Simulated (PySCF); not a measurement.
Molecule: aminoborane, SMILES BN. Atoms near the plane z = 0.0 Å, at the B3LYP/def2-SVP optimised geometry (x, y, z in Å): B1 (0.2, 0.5, 0.0), N2 (-0.4, -0.7, 0.0), H3 (1.4, 0.5, 0.0), H4 (-0.4, 1.6, 0.0), H5 (-1.4, -0.7, 0.0), H6 (0.0, -1.6, 0.0).

Calculation: B3LYP/def2-TZVP (PySCF 2.14.0). Cells within 0.4 Å of a nucleus heavier than hydrogen are left out (blank, or x). The values are rescaled to run from 0 to 1.

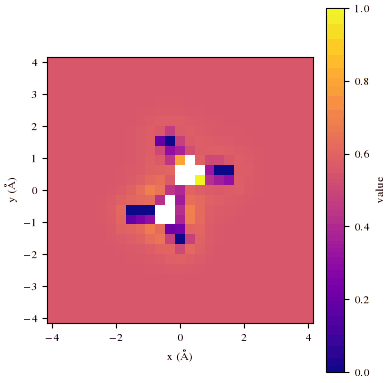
*a field on the plane z = 0.0 Å.*

### Question
Which quantity is mapped?
A. electrostatic potential
B. electron localisation function
C. deformation density (molecule minus spherical neutral atoms)
D. Laplacian of the electron density

### Answer
D, Laplacian of the electron density. In full: Laplacian of the electron density (e/bohr⁵), clipped to [-1.50, 1.50].
